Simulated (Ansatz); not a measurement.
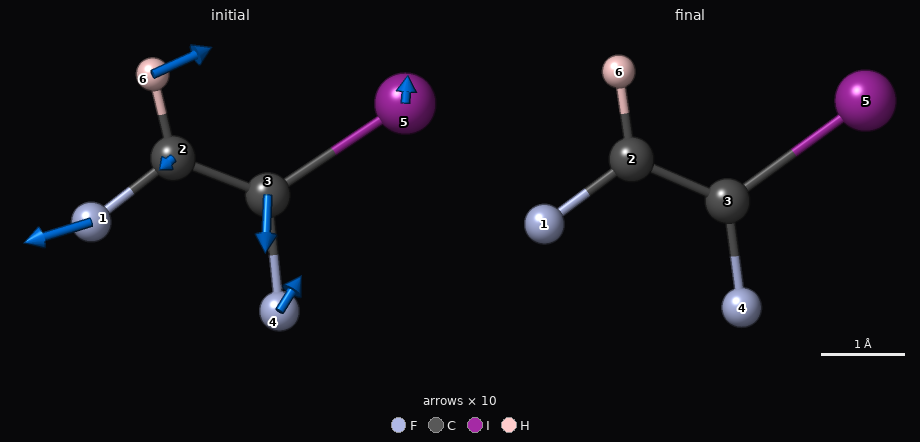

The structure of C2HF2I before (left) and after (right) a relaxation, at one scale. The blue arrows give the displacements, magnified 10 times.

Style: ball-and-stick. Shown at a tilt.

The run prepares an end point of a later path (torsion) calculation, from a guessed geometry.

Method: Ansatz, RKS PBE-D4/def2-SVP. (no spin polarisation; force threshold 0.015 eV/Å; at most 40 steps)

### What changed between the two?

Over 6 geometry steps the energy falls by 0.332 eV. The largest force component goes from 3.7 to 0.005 eV/Å. The atom that moves furthest after the best rigid fit is F1 (0.089 Å). Largest moves by element: F 0.089 Å, H 0.085 Å, C 0.074 Å, I 0.036 Å. Among the contacts that change: C3–F4 1.435 → 1.330 Å, C3–I5 2.038 → 2.107 Å, F1–C2 1.279 → 1.339 Å, C2–C3 1.318 → 1.348 Å. Among the angles between lasting bonds that change: C2–C3–F4 118.1° → 122.5°, F1–C2–H6 111.3° → 115.5°, C2–C3–I5 126.1° → 122.0°. Cost: 21 s on 1 thread of Intel(R) Xeon(R) Processor @ 2.70GHz, with other jobs on the host, peak memory 0.13 GiB.
